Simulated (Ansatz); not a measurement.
# A ladder of methods for SnH2O2 (SMILES [OH][Sn][OH])

The species is SnH2O2 (5 atoms), meant as a singlet with charge 0. As SMILES, `[OH][Sn][OH]`. Geometry: optimised at wB97X-V/def2-SVP. This is one conformer, not always the lowest.

```xyz
5

O    -0.9769    0.1793   -0.6123
Sn   -0.1558   -0.9566    0.8120
O     1.5658    0.0052    0.6357
H    -1.8987    0.0009   -0.8363
H     1.5154    0.6974   -0.0405
```

Each level gives the dissociation energy of the H4–O1 bond into doublet H and doublet SnHO2 (shapes relaxed at wB97X-V/def2-SVP, no zero-point term) (eV). The values are calculated.

| level | kind | program | value (eV) | CPU time (all runs) |
| --- | --- | --- | --- | --- |
| HF/def2-TZVPP (core potential) | Hartree–Fock | Ansatz | 3.74 | 17 s |
| PBE/def2-TZVPP (core potential) | GGA | Ansatz | 5.11 | 10 s |
| r2SCAN/def2-TZVPP (core potential) | meta-GGA | Ansatz | 5.11 | 12 s |
| B3LYP/def2-TZVPP (core potential) | global hybrid | Ansatz | 5.14 | 9.5 s |
| wB97M-V/def2-TZVPP (core potential) | range-separated hybrid | Ansatz | 5.29 | 29 s |

Spin-orbit coupling, which can split open shells on such heavy atoms by tenths of an eV, is left out. The values span 3.74 to 5.29 eV. Hartree–Fock misses the correlation of the electron pair that is broken and comes out low. Measured bond enthalpies also hold zero-point and thermal terms, a few tenths of an eV less. Times are those of the runs behind each value, whatever else they computed, on shared processors of several kinds: orders of magnitude only.

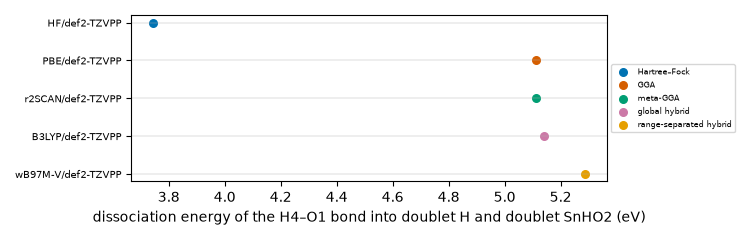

The values of the table, level by level.
